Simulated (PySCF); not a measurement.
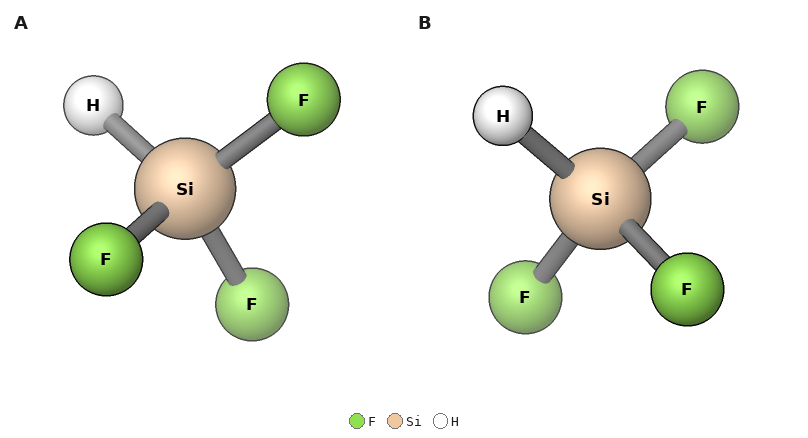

Atoms fade into the background with distance from the viewer. The geometry was computed by an optimisation with PBE0-D3(BJ)/def2-SVP. No frequency run is at hand to confirm it as a minimum.

Are A and B the same structure? If not, how do they differ?

Yes. They are the same structure, F3HSi (F[SiH](F)F), seen from two directions. With point group C3v it is achiral, so its mirror image would be the same too.
